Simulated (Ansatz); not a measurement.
# CH₄Ge (triplet): wave-function methods side by side, cc-pVTZ

Aim: climb from Hartree-Fock through coupled cluster for CH₄Ge (triplet) at one geometry and basis, and see what each rung misses.

Program: Ansatz 0.2.0, Gaussian basis. Level of theory: cc-pVTZ, core rule «outside noble gas», up to 15 orbitals frozen. These are calculated values, not measurements.

The runs, in order: UHF; CCSD(T) on ROHF; CCSD(T) on UHF; BCCD(T) on ROHF; CCSDT(Q) on ROHF; CCSDT(Q) on UHF.

4 further runs of the same task are left out: 4 set aside as unsound or not needed.

### 1 What is computed

The geometry is a PBE0/def2-TZVP stationary point (not a proven minimum). No spin-orbit coupling is included. The filled d shell of Ge may be among the frozen orbitals whatever the setting's name suggests; the logs give the count.

6 atoms, charge 0, spin multiplicity 3.

Atoms are counted from 1 here; the program's logs count them from 0.

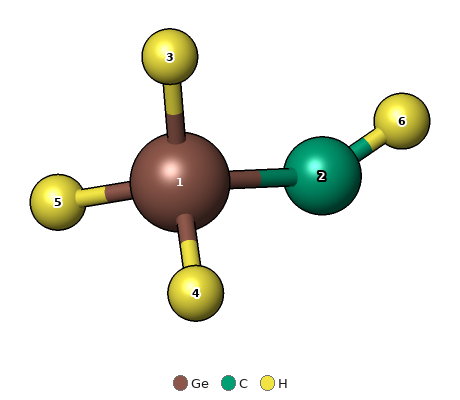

The structure; germanium brown, carbon teal, hydrogen yellow; atoms are numbered from 1 in the order of the file.

Coordinates:

```xyz
6
CH4Ge
Ge    0.0000    0.0107    0.2714
C     0.0000   -0.1101   -1.6244
H     0.0000    1.4904    0.7010
H     1.2516   -0.6845    0.8323
H    -1.2516   -0.6845    0.8323
H     0.0000    0.4197   -2.5678
```

### 2 UHF

Contents of in.yaml:

```yaml
crystal:
  periodic: [false, false, false]
  atoms:
    - {symbol: Ge, position_ang: [0.000000, 0.010692, 0.271396]}
    - {symbol: C, position_ang: [0.000000, -0.110084, -1.624423]}
    - {symbol: H, position_ang: [0.000001, 1.490409, 0.700986]}
    - {symbol: H, position_ang: [1.251558, -0.684470, 0.832348]}
    - {symbol: H, position_ang: [-1.251558, -0.684469, 0.832348]}
    - {symbol: H, position_ang: [0.000000, 0.419749, -2.567788]}
basis:
  gaussian: {orbitals: cc-pVTZ}
magnetization: {spin_polarized: true, initial_magnetization: 2}
hamiltonian: {xc: hf}
output: {orbitals: {seedname: orbitals}}
```

Launch:

```
$ ansatz run in.yaml --threads 1 --pin off --events-out ev --progress --plain --max-ram 4096MiB --backend cpu
```

After this run come: CCSD(T) on ROHF; CCSD(T) on UHF; BCCD(T) on ROHF; CCSDT(Q) on ROHF; CCSDT(Q) on UHF.

**Question.** What will the summary of the whole plan be? Wanted: UCCSDT(Q) below the RHF energy; RMP2 from UCCSDT(Q); UMP2 from UCCSDT(Q); RCCSD from UCCSDT(Q); RCCSD(T) from UCCSDT(Q); UCCSD(T) from UCCSDT(Q); RCCSDT(Q) from UCCSDT(Q); T1 diagnostic.

**Answer**, as computed:

| quantity | value |
| --- | --- |
| UCCSDT(Q) below the RHF energy | -7.8572 eV |
| RMP2 from UCCSDT(Q) | +1328.8 meV |
| UMP2 from UCCSDT(Q) | +1333.6 meV |
| RCCSD from UCCSDT(Q) | +265.4 meV |
| RCCSD(T) from UCCSDT(Q) | +41.2 meV |
| UCCSD(T) from UCCSDT(Q) | +40.1 meV |
| RCCSDT(Q) from UCCSDT(Q) | +2.1 meV |
| levels within 1 kcal/mol (43 meV) | RCCSD(T), UCCSD(T), BCCD(T), RCCSDT, UCCSDT, RCCSDT(Q) |
| T1 diagnostic | 0.021 |

RCCSD(T) misses by +41.2 meV, 0.5 % of the correlation energy. These misses are within one basis, not against nature; the frozen cores of restricted and unrestricted runs differ, which can shift their rows.
